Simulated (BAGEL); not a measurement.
# CH6BSb (SMILES C[BH][SbH2]), step by step

Aim: a single-point energy (HF/x2c-SVPall), then a single-point energy (NEVPT2(2,2)/x2c-SVPall) of CH6BSb. 

Program for the calculation: BAGEL 1.2.2.

1 further run of the same task is left out (set aside as unsound or not needed).

## Step 1: Starting point

CH6BSb has 9 atoms, charge 0, and is taken as a singlet. As SMILES, `C[BH][SbH2]`. The Sb3–H8 distance was set to 4.768 Å, away from the relaxed value. At this shape a bond of the SMILES string is far longer than usual.

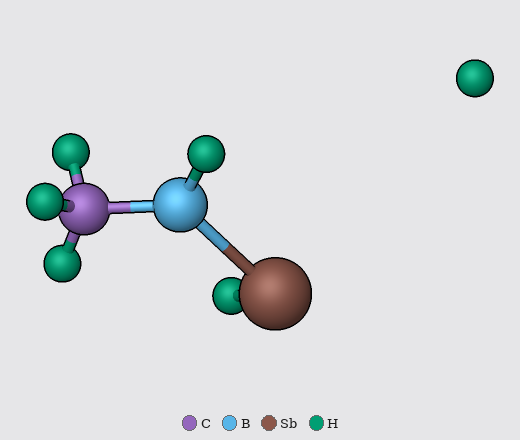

Viewed from a chosen angle; carbon purple, boron blue, antimony brown, hydrogen teal.

## Step 2: A single-point energy at HF/x2c-SVPall (DKH2, density fitting with AutoAux) (run 1)

Contents of input.json:

```json
{ "bagel": [

{
  "title": "molecule",
  "basis": "x2c-svpall.json",
  "df_basis": "x2c-svpall-autoaux.json",
  "dkh": true,
  "geometry": [
    { "atom": "C", "xyz": [    -0.78148490,     7.51932418,    -0.09903677 ] },
    { "atom": "B", "xyz": [     1.26452157,     5.42380689,     0.00206358 ] },
    { "atom": "Sb", "xyz": [     3.20904976,     4.22420874,     3.53717424 ] },
    { "atom": "H", "xyz": [    -2.56028410,     6.52268263,    -0.52233542 ] },
    { "atom": "H", "xyz": [    -0.50785256,     8.81548733,    -1.68829644 ] },
    { "atom": "H", "xyz": [    -1.08421903,     8.59382246,     1.63365312 ] },
    { "atom": "H", "xyz": [     1.95710620,     4.43869266,    -1.91638638 ] },
    { "atom": "H", "xyz": [     2.37727546,    -4.60148311,     1.92600887 ] },
    { "atom": "H", "xyz": [     0.57061414,     4.36518231,     5.38060208 ] }
  ]
},

{ "title": "hf" },

{ "title": "print", "file": "orbitals.molden", "orbitals": true }

]}
```

The basis set x2c-SVPall is read from a file made from the Basis Set Exchange's data (not shown).

Run with:

```
$ BAGEL_NUM_THREADS=1 BAGEL input.json > input.out
```

The log of the run:

```text
* using 1 threads per process

  ===============================================================
  ===============================================================

  *** Geometry ***

  { "atom" : "C", "xyz" : [     -0.781485,      7.519324,     -0.099037 ] },
  { "atom" : "B", "xyz" : [      1.264522,      5.423807,      0.002064 ] },
  { "atom" : "Sb", "xyz" : [      3.209050,      4.224209,      3.537174 ] },
  { "atom" : "H", "xyz" : [     -2.560284,      6.522683,     -0.522335 ] },
  { "atom" : "H", "xyz" : [     -0.507853,      8.815487,     -1.688296 ] },
  { "atom" : "H", "xyz" : [     -1.084219,      8.593822,      1.633653 ] },
  { "atom" : "H", "xyz" : [      1.957106,      4.438693,     -1.916386 ] },
  { "atom" : "H", "xyz" : [      2.377275,     -4.601483,      1.926009 ] },
  { "atom" : "H", "xyz" : [      0.570614,      4.365182,      5.380602 ] },

  Number of auxiliary basis functions:      738

  Since a DF basis is specified, we compute 2- and 3-index integrals:
    o Being stored without compression. Storage requirement is 0.052 GB

  Number of basis functions:       94
  Number of electrons      :       68

    * METHOD: MOLECULE                             0.76

  *** RHF ***

  === Nuclear Repulsion ===
   192.1707975911

      * DIIS with orbital gradients will be used.

  === RHF iteration (x2c-svpall.json) ===
      0      -6540.93905851          0.01435247           0.30
      1      -6541.02001854          0.01099338           0.42
      2      -6541.19249105          0.00398770           0.28
      3      -6541.21194256          0.00241031           0.27
      4      -6541.22268548          0.00022213           0.26
      5      -6541.22279538          0.00010526           0.26
      6      -6541.22282582          0.00004008           0.25
      7      -6541.22283541          0.00001829           0.28
      8      -6541.22283728          0.00000729           0.26
      9      -6541.22283755          0.00000394           0.26
     10      -6541.22283762          0.00000155           0.26
     11      -6541.22283763          0.00000067           0.26
     12      -6541.22283763          0.00000039           0.28
     13      -6541.22283764          0.00000009           0.26
     14      -6541.22283764          0.00000004           0.32
     15      -6541.22283764          0.00000002           0.26
     16      -6541.22283764          0.00000001           0.25
    * SCF iteration converged.

    * Permanent dipole moment:
           (    0.269582,    -2.650431,     0.031967) a.u.

    * METHOD: HF                                   5.63

    * METHOD: PRINT                                0.05

  ===============================================================
```

Run time: 7.2 s. Hardware: 1 thread of AMD EPYC 7R43 (Zen 3), shared host; peak memory 0.21 GiB.

## Step 3: A single-point energy at NEVPT2(2,2)/x2c-SVPall (DKH2, density fitting with AutoAux) (run 2)

Contents of input.json:

```json
{ "bagel": [

{
  "title": "molecule",
  "basis": "x2c-svpall.json",
  "df_basis": "x2c-svpall-autoaux.json",
  "dkh": true,
  "geometry": [
    { "atom": "C", "xyz": [ -0.78148490,  7.51932418, -0.09903677 ] },
    { "atom": "B", "xyz": [  1.26452157,  5.42380689,  0.00206358 ] },
    { "atom": "Sb", "xyz": [  3.20904976,  4.22420874,  3.53717424 ] },
    { "atom": "H", "xyz": [ -2.56028410,  6.52268263, -0.52233542 ] },
    { "atom": "H", "xyz": [ -0.50785256,  8.81548733, -1.68829644 ] },
    { "atom": "H", "xyz": [ -1.08421903,  8.59382246,  1.63365312 ] },
    { "atom": "H", "xyz": [  1.95710620,  4.43869266, -1.91638638 ] },
    { "atom": "H", "xyz": [  2.37727546, -4.60148311,  1.92600887 ] },
    { "atom": "H", "xyz": [  0.57061414,  4.36518231,  5.38060208 ] }
  ]
},
{
  "title": "hf"
},
{
  "title": "casscf",
  "nstate": 1,
  "nact": 2,
  "nclosed": 33,
  "active": [34, 35],
  "maxiter": 200,
  "natocc": true
},
{
  "title": "nevpt2",
  "nstate": 1,
  "nact": 2,
  "nclosed": 33,
  "active": [34, 35],
  "maxiter": 200,
  "natocc": true,
  "ncore": 20
},
{
  "title": "print",
  "file": "orbitals.molden",
  "orbitals": true
}

]}
```

The basis set x2c-SVPall is read from a file made from the Basis Set Exchange's data (not shown).

Run with:

```
$ BAGEL_NUM_THREADS=1 BAGEL input.json > input.out
```

The log of the run:

```text
* using 1 threads per process

  ===============================================================
  ===============================================================

  *** Geometry ***

  { "atom" : "C", "xyz" : [     -0.781485,      7.519324,     -0.099037 ] },
  { "atom" : "B", "xyz" : [      1.264522,      5.423807,      0.002064 ] },
  { "atom" : "Sb", "xyz" : [      3.209050,      4.224209,      3.537174 ] },
  { "atom" : "H", "xyz" : [     -2.560284,      6.522683,     -0.522335 ] },
  { "atom" : "H", "xyz" : [     -0.507853,      8.815487,     -1.688296 ] },
  { "atom" : "H", "xyz" : [     -1.084219,      8.593822,      1.633653 ] },
  { "atom" : "H", "xyz" : [      1.957106,      4.438693,     -1.916386 ] },
  { "atom" : "H", "xyz" : [      2.377275,     -4.601483,      1.926009 ] },
  { "atom" : "H", "xyz" : [      0.570614,      4.365182,      5.380602 ] },

  Number of auxiliary basis functions:      738

  Since a DF basis is specified, we compute 2- and 3-index integrals:
    o Being stored without compression. Storage requirement is 0.052 GB

  Number of basis functions:       94
  Number of electrons      :       68

    * METHOD: MOLECULE                             1.03

  *** RHF ***

  === Nuclear Repulsion ===
   192.1707975911

      * DIIS with orbital gradients will be used.

  === RHF iteration (x2c-svpall.json) ===
      0      -6540.93905851          0.01435247           0.26
      1      -6541.02001854          0.01099338           0.30
      2      -6541.19249105          0.00398770           0.25
      3      -6541.21194256          0.00241031           0.25
      4      -6541.22268548          0.00022213           0.25
      5      -6541.22279538          0.00010526           0.25
      6      -6541.22282582          0.00004008           0.28
      7      -6541.22283541          0.00001829           0.25
      8      -6541.22283728          0.00000729           0.26
      9      -6541.22283755          0.00000394           0.24
     10      -6541.22283762          0.00000155           0.25
     11      -6541.22283763          0.00000067           0.25
     12      -6541.22283763          0.00000039           0.24
     13      -6541.22283764          0.00000009           0.24
     14      -6541.22283764          0.00000004           0.28
     15      -6541.22283764          0.00000002           0.25
     16      -6541.22283764          0.00000001           0.25
    * SCF iteration converged.

    * Permanent dipole moment:
           (    0.269582,    -2.650431,     0.031967) a.u.

    * METHOD: HF                                   5.24

  ---------------------------
      CASSCF calculation
  ---------------------------

    ==== Active orbitals : =====
         Orbital 34
         Orbital 35
    ============================

    * nstate   :      1
    * nclosed  :     33
    * nact     :      2
    * nvirt    :     59
  === CASSCF iteration (x2c-svpall.json) ===

    * Using the second-order algorithm

      0  0     -6541.34963689     5.15e-03      0.06

      1  0     -6541.36922359     1.51e-04      1.35

      2  0     -6541.36924027     1.28e-05      1.30

      3  0     -6541.36924038     2.68e-06      1.25

      4  0     -6541.36924038     5.62e-07      1.58

      5  0     -6541.36924038     1.18e-07      1.35

      6  0     -6541.36924038     2.47e-08      1.22

      7  0     -6541.36924038     5.17e-09      1.00

    * Second-order optimization converged. *

     guess   0:   closed 1.                   open ..

  === FCI iteration ===

      0  0     -6541.20036373     9.15e-02      0.00
      1  0     -6541.36492876     1.92e-02      0.00
      2  0 *   -6541.36924038     2.02e-16      0.00

     * ci vector, state   0, <S^2> = 0.0000
       2.     0.7303236997
       .2    -0.6831012324

    * METHOD: CASSCF                               9.97

    * freezing 20 orbitals

  === DF-NEVPT2 calculation ===

    * 3-index integral transformation done
    * assembly done

      NEVPT2 correlation energy:   -0.4217832437      0.29

          (+0)     -0.3003107414
          (+0)'    -0.0909057012
          (+1)     -0.0075476457
          (+1)'    -0.0001359036
          (+2)     -0.0000061833
          (-1)     -0.0221100013
          (-1)'    -0.0007541271
          (-2)     -0.0000129402

      NEVPT2 total energy:       -6541.7910236261

    * METHOD: NEVPT2                               0.74

    * METHOD: PRINT                                0.05

  ===============================================================
```

Wall time 18 s (1 thread of AMD EPYC 7R43 (Zen 3), shared host); peak memory 0.22 GiB.

## Step 4: What came out

| quantity | value |
| --- | --- |
| run 1, HF/x2c-SVPall: total energy | -6541.22284 Eh |
| run 1, HF/x2c-SVPall: dipole moment | 6.77 D |
| run 1, HF/x2c-SVPall: HOMO energy | -6.23 eV |
| run 1, HF/x2c-SVPall: LUMO energy | -2.70 eV |
| run 1, HF/x2c-SVPall: HOMO–LUMO gap | 3.52 eV |
| run 2, NEVPT2(2,2)/x2c-SVPall: total energy | -6541.79102 Eh |

What this shows: One bond (run 1, HF/x2c-SVPall) is far stretched, which a spin-restricted single reference describes badly; a broken-symmetry solution may lie lower.
